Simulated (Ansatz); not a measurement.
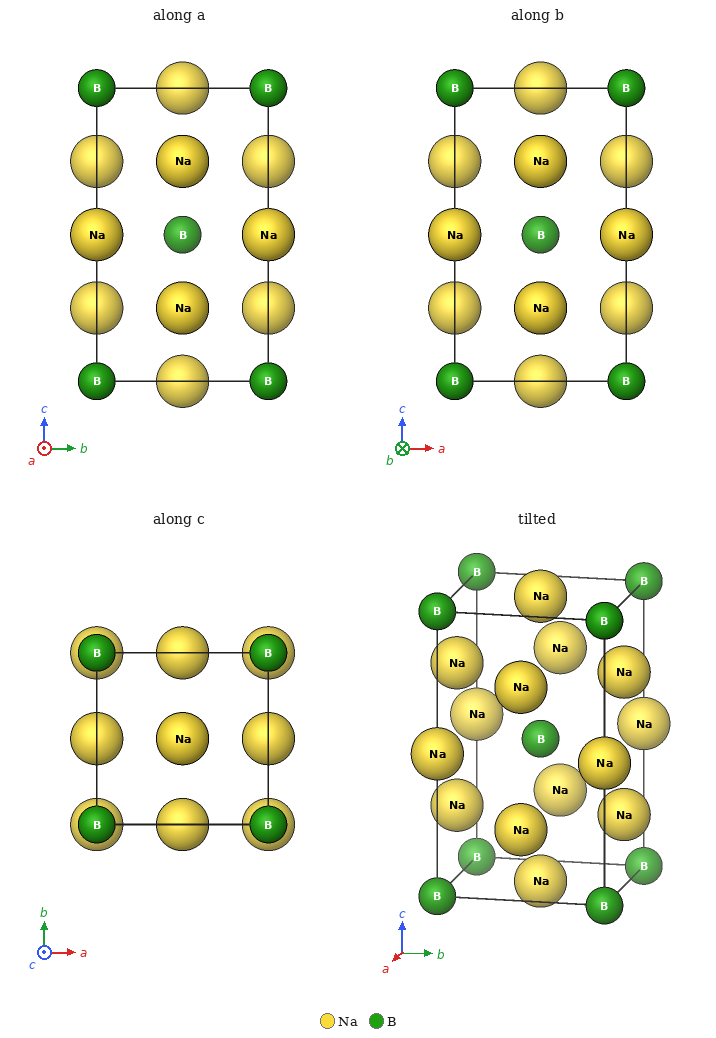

A spheres-only picture of a crystal structure, seen along the a axis, along the b axis, along the c axis and slightly off an axis. Thin lines show the conventional unit cell, with boundary atoms drawn in all their periodic places.

Lattice parameters: a = 4.649 Å, b = 4.649 Å, c = 7.939 Å, α = 90.00°, β = 90.00°, γ = 90.00°.

Q: Give the structure in the form of a table of Wyckoff sites.

A: Space group I4/mmm (No. 139).
```csv
atom,site,x,y,z
Na,2b,0.5000,0.5000,0.0000
Na,4d,0.5000,0.0000,0.2500
B,2a,0.0000,0.0000,0.0000
```

The model was built from a textbook structure type filled with these elements (whether it is the usual form wasn't checked). Earlier steps of the study may have refined or changed the cell and positions. An electronic-structure calculation with Ansatz was run on it.
